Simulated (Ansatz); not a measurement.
A series of calculations on BNH4F

Part 1: Relaxation

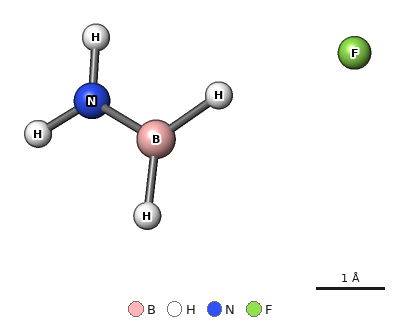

This is the input geometry for a relaxation of BNH₄F (multiplicity 2). The picture is a ball-and-stick view, seen at a tilt.

The run prepares an end point of a later path (reaction) calculation, from a guessed geometry.

Level of theory: UHF/def2-SVP (Ansatz 0.2.0).

Input file:
```yaml
crystal:
  periodic: [false, false, false]
  atoms:
    - { symbol: B, position_ang: [-0.050411, 0.016321, -0.086578] }
    - { symbol: H, position_ang: [0.010059, -0.39074, 1.035556] }
    - { symbol: H, position_ang: [0.927706, 0.435599, -0.645241] }
    - { symbol: "N", position_ang: [-1.26977, -0.001593, -0.755612] }
    - { symbol: H, position_ang: [-2.114365, -0.336152, -0.340382] }
    - { symbol: H, position_ang: [-1.385583, 0.323837, -1.692632] }
    - { symbol: F, position_ang: [-0.032037, -0.047272, 3.13489] }
magnetization:
  spin_polarized: true
  initial_magnetization: 1
basis:
  gaussian: { orbitals: def2-SVP }
hamiltonian:
  xc: hf
relax:
  f_tol: 0.03
  max_steps: 50
```

Command:
```bash
ansatz run input.yaml --threads 1 --pin off --max-ram 2048MiB --backend cpu --events-out ev --progress --plain --runs-dir out
```

What does the optimiser find from here?

Answer. The energy falls by 1.51 kcal/mol in 19 accepted moves (22 points after the start). Largest force component: 0.24 eV/Å at the start, 0.013 eV/Å at the end. The line search rejected the trial steps at points 4, 7, 11 of the run. The forces were under the threshold at step 5, but the run went on from there. H2 moves most after the best rigid fit: 1.00 Å. Largest moves by element: H 1.00 Å, F 0.73 Å, B 0.28 Å, N 0.13 Å. Among the contacts that change: B1–H2 1.195 → 1.202 Å.

Final geometry:

```xyz
7

B     0.0377   -0.2225   -0.1935
H     0.2597   -1.1876    0.4879
H     0.9220    0.5295   -0.5064
N    -1.2568    0.0239   -0.6309
H    -2.0317   -0.5637   -0.4036
H    -1.4998    0.8055   -1.2031
F    -0.3456    0.6150    3.0995
```

After the run, drawn alike:

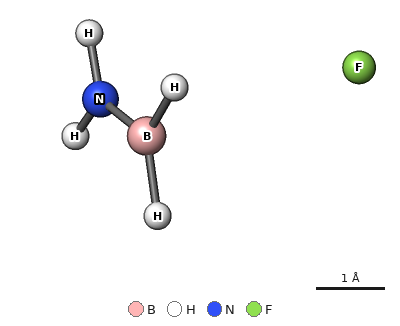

Limits of the set-up: Hartree-Fock leaves out electron correlation.

Part 2: Relaxation

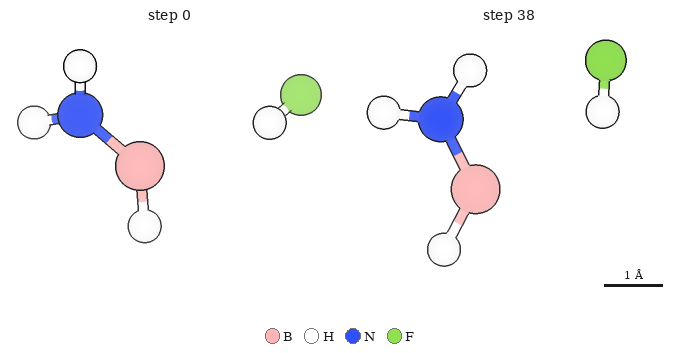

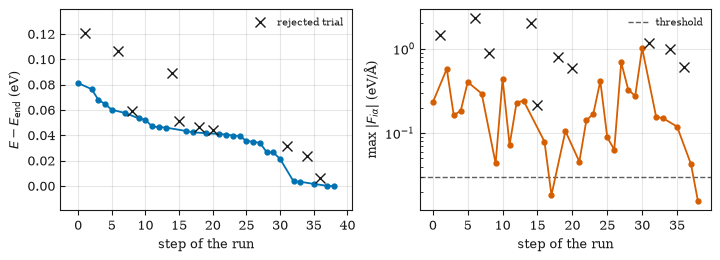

First and last geometry of a relaxation of BNH₄F (multiplicity 2), with the history of the run. Style: ball-and-stick. Shown at a tilt.

The run prepares an end point of a later path (reaction) calculation, from a guessed geometry.

Method: UHF/def2-SVP (Ansatz).

Input
```yaml
crystal:
  periodic: [false, false, false]
  atoms:
    - { symbol: B, position_ang: [-0.080782, -0.195405, -0.339937] }
    - { symbol: H, position_ang: [0.175526, -0.350128, 2.031987] }
    - { symbol: H, position_ang: [0.943222, 0.331067, -0.661883] }
    - { symbol: "N", position_ang: [-1.319467, -0.027635, -0.908798] }
    - { symbol: H, position_ang: [-2.127133, -0.528507, -0.595098] }
    - { symbol: H, position_ang: [-1.49833, 0.62501, -1.647864] }
    - { symbol: F, position_ang: [-0.007436, 0.145598, 2.771594] }
magnetization:
  spin_polarized: true
  initial_magnetization: 1
basis:
  gaussian: { orbitals: def2-SVP }
hamiltonian:
  xc: hf
relax:
  f_tol: 0.03
  max_steps: 50
```

Launched with:
```bash
ansatz run input.yaml --threads 1 --pin off --max-ram 2048MiB --backend cpu --events-out ev --progress --plain --runs-dir out
```

Did the run converge, and what did it change?

It converged. The largest move after the best rigid fit is that of H5, 1.05 Å. Largest moves by element: H 1.05 Å, F 1.00 Å, B 0.52 Å, N 0.40 Å. Over 28 accepted moves (38 points after the start) the energy falls by 0.081 eV. The largest force component goes from 0.23 to 0.015 eV/Å. The line search rejected the trial steps at points 1, 6, 8, 14, 15, 18, 20, 31 and more of the run. The forces were under the threshold at step 17, but the run went on from there.

Limits of the set-up: the start holds two separate molecules, 2.4 Å apart at their closest, whose relative position is a soft coordinate and is computed without a dispersion correction; Hartree-Fock leaves out electron correlation.

Part 3: Path

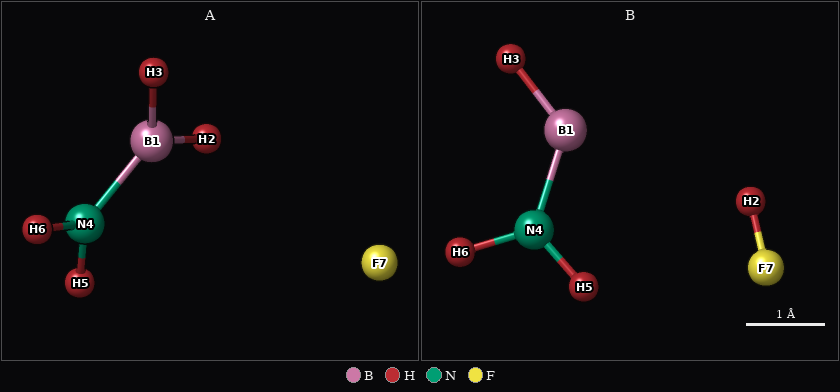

The two relaxed end points of a path for BNH4F (multiplicity 2), made up at the start of BNH4 and F. A ball-and-stick model, seen face on.

All numbers below come from UHF/def2-SVP in Ansatz 0.2.0.

Settings: 5 movable images; climbing image; force threshold 0.03 eV/Å; iteration limit 60.

Start:
```xyz
7

B     0.0416   -0.1992   -0.2024
H     0.2971   -1.1709    0.4574
H     0.9011    0.5846   -0.5065
N    -1.2630    0.0181   -0.6250
H    -2.0186   -0.5964   -0.4039
H    -1.5333    0.8036   -1.1793
F    -0.3393    0.5602    3.1097
```

End:
```xyz
7

B     0.2561    0.1650   -0.5650
H     0.0513   -0.5074    1.9428
H     0.9506    0.4081   -1.5090
N    -1.1187    0.1797   -0.5435
H    -1.6499   -0.0329    0.2782
H    -1.6763    0.4032   -1.3455
F    -0.7275   -0.6157    2.3920
```

**Predict the minimum-energy path and its barrier.**

The energy climbs by 66.1 kJ/mol to image 3 and then falls by 104.6 kJ/mol, so the end point sits at −38.5 kJ/mol. A hydrogen atom shifts from one atom to another. Breaking: B1–H2 (1.20 → 1.32 at the top → 2.60 Å). Forming: H2–F7 (3.23 → 1.28 at the top → 0.91 Å). The band converged in 26 iterations, with a climbing image at the top. At the top, the vibrational analysis gives one imaginary mode (2174i cm⁻¹), as a transition state must have.

Energies of the converged images:

```csv
image,path (Å),E (kJ/mol)
0,0.00,0.0
1,0.80,0.9
2,1.59,4.3
3,2.39,66.1
4,2.95,-26.2
5,3.51,-36.4
6,4.06,-38.5
```

The geometry at the top of the path:

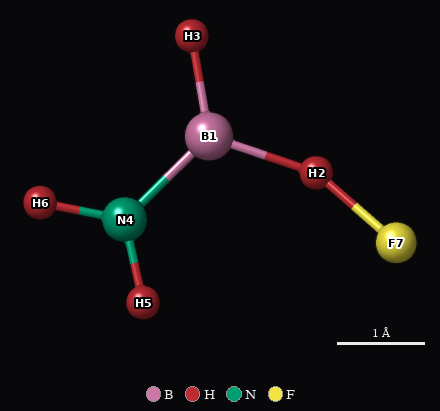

Limits of the set-up: the start holds two separate molecules, 3.2 Å apart at their closest, whose relative position is a soft coordinate and is computed without a dispersion correction; Hartree-Fock leaves out electron correlation.
